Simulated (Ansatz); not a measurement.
**Relaxing a frame of liquid hydrogen fluoride from 273 K (116 atoms)**

How does a frame of liquid hydrogen fluoride from 273 K (116 atoms) relax, and what do bonds, charges and levels look like afterwards?

Method: Kohn-Sham DFT, revPBE, PAW (set soft_2), plane waves, in Ansatz 0.2.0.

## 1. The structure

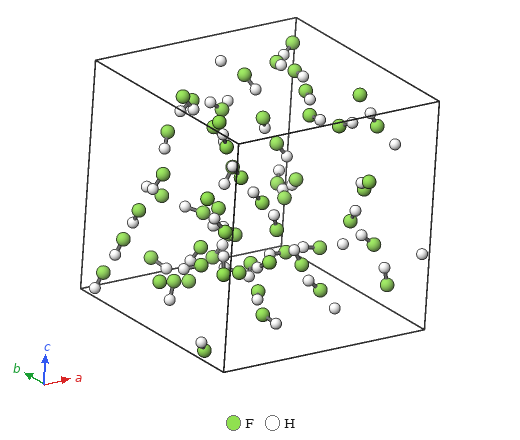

Start, viewed slightly off an axis; fluorine green, hydrogen white. Bonds to atoms that aren't drawn are left out. Some periodic images of atoms are drawn too.

The cell holds 116 atoms: 58 F and 58 H. Cell: a = 12.435 Å, b = 12.435 Å, c = 12.435 Å, α = 90.0°, β = 90.0°, γ = 90.0°. 58 hydrogen fluoride placed at random, at 1 g/cm³; overlaps pushed apart, then 10 ps at 373 K with a harmonic two-site HF with charges of 0.5 e and a 12-6 site on F. Snapshot after 20 ps at 273 K and fixed volume. The starting density is a measured one.

Before any run, some limits are plain. The starting topology of bonds comes from the classical model. Only the Γ point is sampled, in a cell whose shortest periodic width is 12 Å.

## 2. Single point at the start

A single point comes first, to see the forces before anything moves.

The input, input.yaml:

```yaml
crystal:
  lattice:
    - [12.43539, 0.0, 0.0]
    - [0.0, 12.43539, 0.0]
    - [0.0, 0.0, 12.43539]
  atoms:
    - { symbol: F, position: [0.80339, 0.85014, 0.89698] }
    - { symbol: H, position: [0.77376, 0.78042, 0.91503] }
    - { symbol: F, position: [0.61116, 0.14533, 0.91118] }
    - { symbol: H, position: [0.62759, 0.08041, 0.9461] }
    [... 106 atom lines left out ...]
    - { symbol: F, position: [0.38804, 0.54779, 0.62584] }
    - { symbol: H, position: [0.34921, 0.54355, 0.56047] }
    - { symbol: F, position: [0.37136, 0.30992, 0.55943] }
    - { symbol: H, position: [0.32038, 0.30591, 0.61659] }
    - { symbol: F, position: [0.15708, 0.28928, 0.85102] }
    - { symbol: H, position: [0.12177, 0.27195, 0.91908] }
kpoints:
  mp_grid: { grid: [1, 1, 1] }
hamiltonian:
  xc: revpbe
scf:
  occupations: { method: gaussian, width: 0.05 }
output:
  forces: true
  stress: true
  populations: true
  dos:
    method: { smearing: { sigma: 0.15 } }
    de: 0.1
    projected: { site_lists: { F: [F], H: [H] } }
  eigenvalues: true
```

On the command line:

```bash
> ansatz run input.yaml --threads 4 --pin off --max-ram 8192MiB --backend cpu --events-out ev --progress --plain --runs-dir out
```

Run time: 11 s. Hardware: 4 threads of Intel Xeon 6975P-C (Granite Rapids), shared host; peak memory 2.3 GiB; 38 s of CPU time.

The run gave:

```yaml
free_energy: -47908.5436 eV
free_energy_per_atom: -413.0047 eV/atom
scf_cycles: 9
pressure: 4.432 GPa
r_m_s_force_component: 0.7018 eV/Å
longest_force: 3.777 eV/Å
fermi_energy: -2.177 eV
spacing_of_highest_filled_and_lowest_empty_level: 7.27 eV
spilling_of_the_projection: 0.006857
```

The r.m.s. force component of 0.70 eV/Å and the pressure of 4.4 GPa set the starting point.

Length of the force by element:

```
element  coordination  atoms  mean length of the force (eV/Å)  spread   least  most
      F           all     58                             1.26   0.585   0.224  3.78
      H           all     58                            0.855   0.553  0.0836  2.86
```

## 3. Relaxation

With the cell held, the atoms are moved downhill towards a nearby minimum.

input.yaml, the sections that differ from step 2:

```yaml
output:
  forces: true
relax:
  f_tol: 0.05
  max_steps: 200
# crystal, kpoints, hamiltonian, scf: as in step 2
```

It took 3.3 min on 4 threads; peak memory 2.2 GiB; 12 min of CPU time.

The steps of the relaxation (22 of 44):

```
step  energy less that of the first step (eV)  largest force component (eV/Å)
   1                                   0.0000                          3.1485
   3                                  -7.7685                          1.1131
   5                                 -10.3842                          0.8362
   7                                 -11.8155                          0.6876
   9                                 -12.3866                          0.0819
  11                                 -12.6880                          0.1589
  13                                 -12.9009                          0.4833
  15                                 -13.0381                          0.9753
  17                                 -13.1635                          0.6491
  19                                 -13.2543                          0.3160
  21                                 -13.3169                          0.3589
  24                                 -13.4235                          0.3494
  26                                 -13.4673                          0.3862
  28                                 -13.5036                          0.2398
  30                                 -13.5218                          0.0808
  32                                 -13.5348                          0.1372
  34                                 -13.5380                          0.0407
  36                                 -13.5481                          0.1785
  38                                 -13.5556                          0.0814
  40                                 -13.5661                          0.2163
  42                                 -13.5752                          0.2324
  44                                 -13.5822                          0.0471
```

Relaxation step 33 was tried and not accepted.

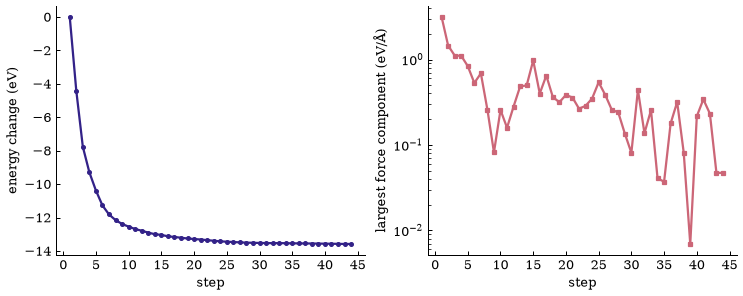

Energy and largest force along the relaxation.

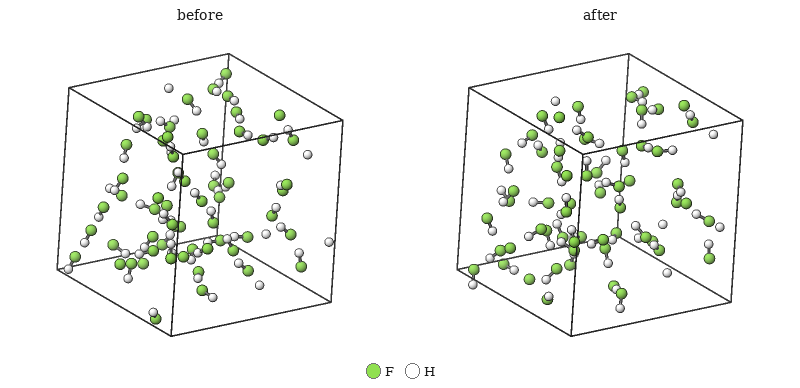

Before and after, at one scale. Bonds to atoms that aren't drawn are left out.

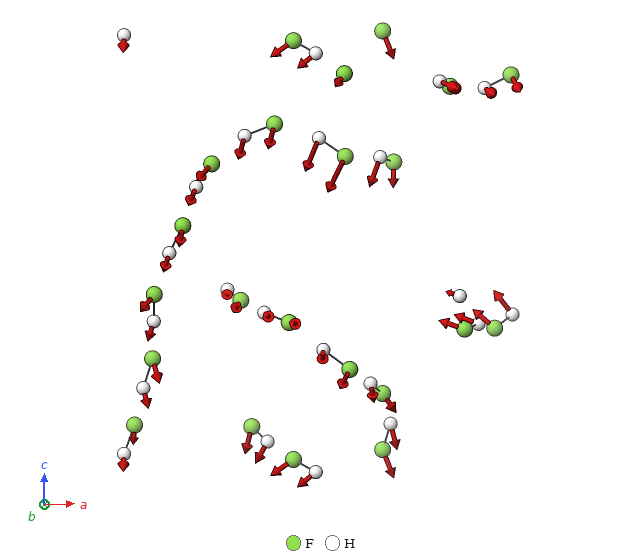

Displacements in the relaxation, scaled; the longest in the cell stands for 2.79 Å. Drawn is a slice 4 Å thick, seen along the normal of the ac plane. Bonds to atoms that aren't drawn are left out.

The atoms that moved most (Å):

```
atom      dx      dy      dz  length
 F79  -0.870   1.575  -2.138   2.794
 H80  -0.680   1.268  -1.984   2.451
 F69  -0.789  -1.286   1.743   2.305
F109   1.252  -1.646  -0.525   2.133
H100   0.206  -1.217   1.645   2.057
 F43  -0.077  -0.858   1.849   2.040
 F37  -0.115  -1.394   1.436   2.005
 H70  -0.798  -1.036   1.487   1.980
```

The relaxation changed the energy by -117 meV/atom, and atoms moved by 1.4 Å r.m.s., 2.8 Å at most.

## 4. Distances and neighbours after relaxation

Density 1.00 g/cm³, 16.58 Å³ an atom.

Pair distribution functions g(r), in bins of 0.2 Å:

```
r (Å)  total   F-F    F-H   H-H
 0.90   6.95  0.00  13.85  0.00
 1.10   0.00  0.00   0.00  0.00
 1.30   0.00  0.00   0.00  0.00
 1.50   2.86  0.00   5.72  0.00
 1.70   0.00  0.00   0.00  0.00
 1.90   0.00  0.00   0.00  0.00
 2.10   1.30  0.00   0.00  5.19
 2.30   0.14  0.00   0.00  0.55
 2.50   1.07  4.28   0.00  0.00
 2.70   0.00  0.00   0.00  0.00
 2.90   0.05  0.00   0.10  0.00
 3.10   0.85  0.14   1.62  0.00
 3.30   0.94  1.15   1.12  0.37
 3.50   1.36  1.47   1.62  0.73
 3.70   1.22  1.24   0.97  1.70
 3.90   1.12  1.00   1.07  1.33
 4.10   1.29  1.36   1.04  1.70
 4.30   1.40  1.63   1.18  1.61
 4.50   1.04  0.79   1.21  0.98
 4.70   1.03  0.89   1.06  1.11
 4.90   0.93  0.82   0.98  0.95
 5.10   1.05  1.03   1.16  0.86
 5.30   1.06  1.04   1.09  1.03
 5.50   0.94  0.93   0.95  0.92
 5.70   0.94  1.06   0.91  0.88
 5.90   0.94  0.88   0.89  1.08
 6.10   0.87  0.92   0.85  0.85
```

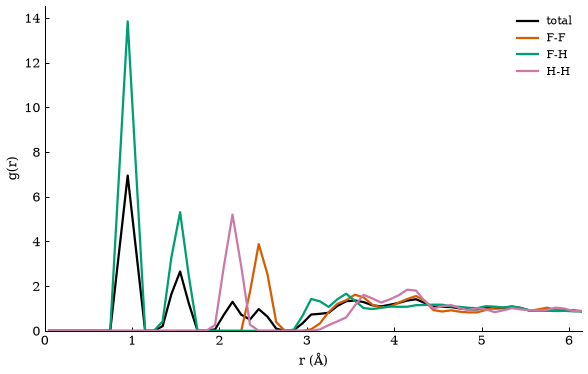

Pair distribution functions, lightly smoothed.

## 5. Single point at the relaxed geometry

The electronic structure is read at the final geometry, in a run of its own.

The input, input.yaml:

```yaml
crystal:
  lattice:
    - [12.43539, 0.0, 0.0]
    - [0.0, 12.43539, 0.0]
    - [0.0, 0.0, 12.43539]
  atoms:
    - { symbol: F, position: [0.82748, 0.72271, 0.8957] }
    - { symbol: H, position: [0.83883, 0.64466, 0.89522] }
    - { symbol: F, position: [0.56279, 0.12233, 0.86636] }
    - { symbol: H, position: [0.6173, 0.06825, 0.88254] }
    [... 106 atom lines left out ...]
    - { symbol: F, position: [0.3224, 0.64226, 0.63471] }
    - { symbol: H, position: [0.33502, 0.61107, 0.56376] }
    - { symbol: F, position: [0.40997, 0.22405, 0.6647] }
    - { symbol: H, position: [0.33907, 0.24067, 0.69403] }
    - { symbol: F, position: [0.24028, 0.2874, 0.94387] }
    - { symbol: H, position: [0.17829, 0.30296, 0.98896] }
kpoints:
  mp_grid: { grid: [1, 1, 1] }
hamiltonian:
  xc: revpbe
scf:
  occupations: { method: gaussian, width: 0.05 }
output:
  forces: true
  stress: true
  populations: true
  dos:
    method: { smearing: { sigma: 0.1 } }
    de: 0.1
    projected: { site_lists: { F: [F], H: [H] } }
  eigenvalues: true
  write_density: true
  write_potential: true
  volumetric_format: npy
  elf: true
```

Wall time 10 s (4 threads); peak memory 2.2 GiB.

The program notes that the exchange-correlation potential is rough where the density is thin.

Numbers from this run:

| Quantity | Value |
| --- | --- |
| free energy | -47922.1258 eV |
| free energy per atom | -413.1218 eV/atom |
| SCF cycles | 8 |
| pressure | 0.1311 GPa |
| r.m.s. force component | 0.00848 eV/Å |
| longest force | 0.07158 eV/Å |
| Fermi energy | -2.631 eV |
| gap (highest filled to lowest empty level) | 7.834 eV |
| spilling of the projection | 0.006776 |

Löwdin charges by element (they lack the spilled electrons, 0.027 e an atom on average):

```
element  coordination  atoms  mean charge (e)  spread   least    most
      F           all     58           -0.431  0.0032  -0.437  -0.423
      H           all     58            0.485  0.0019   0.480   0.488
```

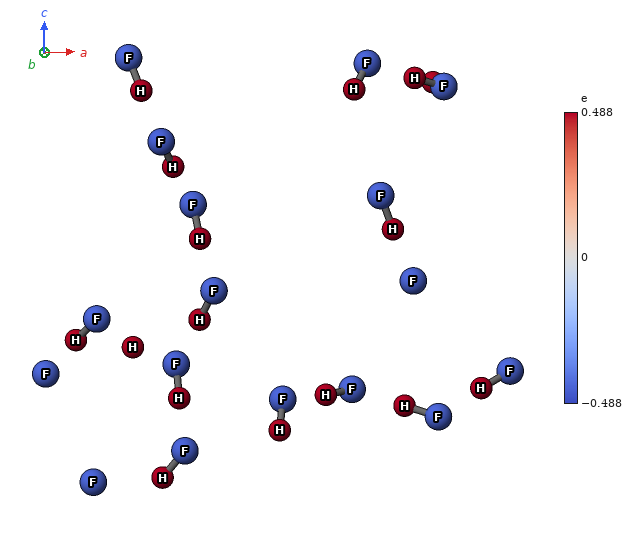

Atoms coloured by Löwdin charge. Drawn is a slice 4 Å thick, seen along the normal of the ac plane. Bonds to atoms that aren't drawn are left out.

Density of states as counts of states in windows of 1 eV (from the Fermi level), total and the larger projections:

```
from (eV)  to (eV)  total    F p  H s
      -14      -10    0.0    0.0  0.0
      -10       -9   31.9   23.8  6.3
       -9       -8   32.1   24.8  4.8
       -8       -7   34.0   28.0  3.0
       -7       -6   18.0   15.4  1.1
       -6       -5    0.1    0.1  0.0
       -5       -4  217.8  216.6  0.4
       -4       -3   14.1   14.0  0.0
       -3        3    0.0    0.0  0.0
        3        4    1.8    0.1  1.2
        4        5    2.2    0.1  1.3
```

Between -26 and -14 eV lie 116 more states.

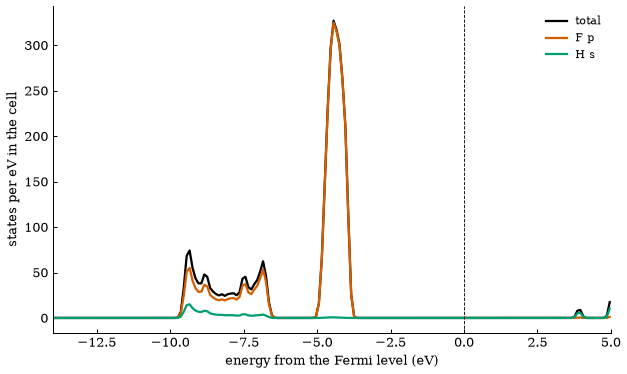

Total and projected density of states, with the broadening of the input.

The levels nearest the highest filled one (over half full), pooled over k-points and spins:

```
level less the highest filled one (eV)  occupation
                               -0.0698           2
                                -0.064           2
                                -0.042           2
                               -0.0345           2
                               -0.0213           2
                                     0           2
                                  7.83           0
                                  8.93           0
                                  8.96           0
                                  9.02           0
                                  9.05           0
                                  9.08           0
```

Mean Löwdin charges: F -0.43, H +0.48 e (they miss 0.68 % of the electrons, so they add up to more than the cell's charge). The largest share in the top eV of filled states is F p (100 % of the projected weight), and in the lowest eV of empty states H s (80 % of the projected weight).

## 6. What came out

- energy change in the relaxation: -117.1 meV/atom
- r.m.s. displacement: 1.363 Å
- largest displacement: 2.794 Å
- free energy per atom: -413.1218 eV/atom
- pressure: 0.1311 GPa
- r.m.s. force component: 0.00848 eV/Å
- gap (highest filled to lowest empty level): 7.834 eV
- wall time of the 3 DFT runs: 3.7 min

Relaxation lowers the energy by 117 meV/atom and moves atoms by 1.4 Å r.m.s.; the r.m.s. force component goes from 0.70 to 0.0085 eV/Å, the pressure goes from 4.4 to 0.13 GPa, and the gap from 7.27 to 7.83 eV. From the first step to the last the energy fell by 13.582 eV, and the largest move was 2.79 Å (F79). The highest filled and lowest empty levels differ by 7.83 eV (at Γ alone); a semilocal functional tends to put such gaps too low. In a disordered cell it changes from sample to sample and from frame to frame.

What to keep in mind: The starting topology of bonds comes from the classical model; in DFT atoms moved by 1.4 Å r.m.s.

[Logs are printed without paths, hosts, clocks, repeated set-up lines and the standing remarks that a program may print on its own settings, such as how far it seeks lower states.]

[Hosts, paths, dates, database ids (printed as entryN), source tags and the programs' standing remarks are cut or masked in the printed files.]
